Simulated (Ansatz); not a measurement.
MgCd₃O₄

The calculation's input:

```
crystal:
  lattice:
    - [4.7266395881, 0.0, 0.0]
    - [0.0, 4.7266395881, 0.0]
    - [0.0, 0.0, 4.7266395881]
  atoms:
    - { symbol: Mg, position: [0.5, 0.5, 0.5] }
    - { symbol: Cd, position: [0.0, 0.0, 0.5] }
    - { symbol: Cd, position: [0.0, 0.5, 0.0] }
    - { symbol: Cd, position: [0.5, 0.0, 0.0] }
    - { symbol: O, position: [0.0, 0.0, 0.0] }
    - { symbol: O, position: [0.5, 0.5, 0.0] }
    - { symbol: O, position: [0.5, 0.0, 0.5] }
    - { symbol: O, position: [0.0, 0.5, 0.5] }
basis:
  ecutwfc: 420
kpoints:
  mp_grid: { grid: [8, 8, 8] }
hamiltonian:
  xc: pbe
scf:
  occupations: { method: gaussian, width: 0.1 }
output:
  forces: true
  stress: true
  eigenvalues: true
  write_density: true
  write_potential: true
  elf: true
  volumetric_format: npy
```

Launched as:

```sh
ansatz run input.yaml --threads 4 --pin off --max-ram 8192MiB --backend cpu --events-out ev --progress --plain --runs-dir out
```

Below, planes, directions and counts refer to the conventional cell (a = 4.73 Å, b = 4.73 Å, c = 4.73 Å, α = 90.00°, β = 90.00°, γ = 90.00°).

Space group Pm-3m; a structure generated by program, which may or may not match a known phase; changed on purpose from its base cell (volume × 1.03); computed pressure about −4 GPa in this cell.

Level of theory: DFT PBE, scalar-relativistic, plane waves, PAW in Ansatz.

### Predict the valence pseudo-density and electron localisation function between the atoms.

Mg–O (2.36 Å): ρ at the midpoint is about 0.2 e/Å³; the ELF peaks at about 0.85 in the valence shell of O, 0.6 Å from its nucleus, and is about 0.35 at the midpoint.
Cd–O (2.36 Å): the density is about 0.35 e/Å³ at the midpoint; the ELF peaks at about 0.80 in the valence shell of O, 0.6 Å from its nucleus, and drops to about 0.10 between the two atoms; no shared electron pair shows on this line.

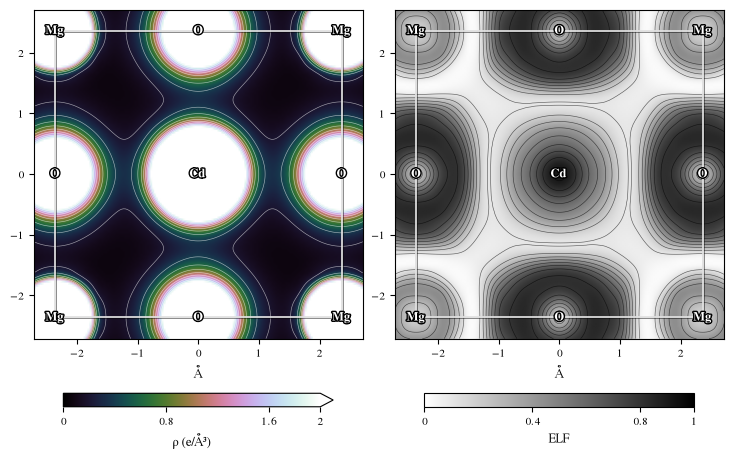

Computed valence pseudo-density and electron localisation function on the (001) plane of the conventional cell, in this order. 

Core electrons are frozen (PAW), and the valence fields are smoothed inside the atomic spheres.
